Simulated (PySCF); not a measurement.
```
atom    x (Å)    y (Å)    z (Å)
   C   1.9193   0.6299  -0.0548
   O   0.9971  -0.0469  -0.8556
   C  -0.2410  -0.1798  -0.2569
   C  -0.9147   1.2308  -0.1356
   O  -0.1661   2.0573   0.5829
   C  -1.0558  -1.3883  -0.5677
   C  -0.4654  -1.2082   0.8089
   H   2.2160   0.0481   0.8233
   H   1.3923   1.5539   0.3263
   H   2.7746   0.8924  -0.6723
   H  -1.8829   1.0339   0.3603
   H  -1.0971   1.5882  -1.1693
   H  -2.1203  -1.2712  -0.6963
   H  -0.6106  -2.1259  -1.2172
   H   0.3695  -1.8358   1.0827
   H  -1.1225  -0.9694   1.6298
```

Geometry: GFN2-xTB.

All numbers below come from UKS B3LYP, pcH-1 on C H O, non-relativistic, mean-field spin-orbit, GIAO (PySCF).

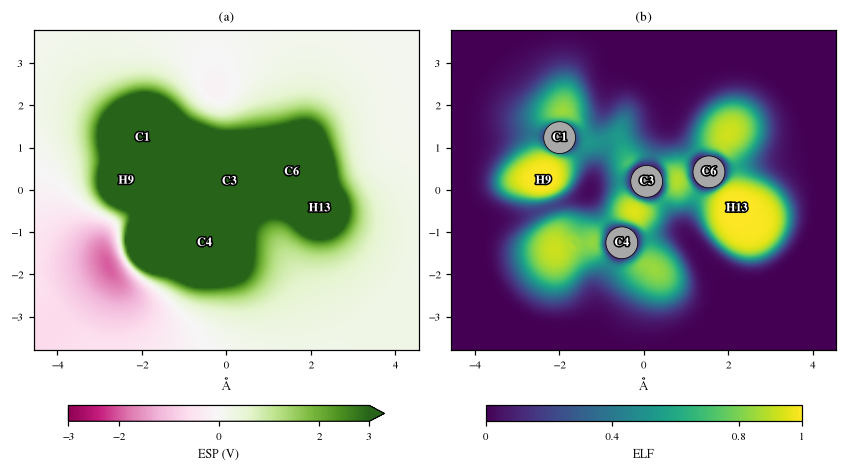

C5H9O2 (SMILES COC1(C[O])CC1) (doublet). (a) molecular electrostatic potential; (b) electron localisation function on the plane of atoms C3, C6 and H13. Grey discs cover the atomic cores in the ELF map.

> Read the bonding off the picture.

- The plane passes through C and H nuclei.
- C–C (1.49 Å): the ELF peaks at about 0.90 between the atoms: localised, covalent bonding.
- C–H (1.08 Å): the ELF climbs to about 1 towards the hydrogen, as it does in any bond to H (an ordinary covalent bond to hydrogen).
- C–C (1.57 Å): the ELF peaks at about 0.95 between the atoms: a covalent bond.
- The ELF also peaks beside O5, away from the bonds: non-bonding electrons, paired or unpaired.
- Outside the dense part of the molecule the potential is most negative (−2.0 V) near O5, which lies off the plane.
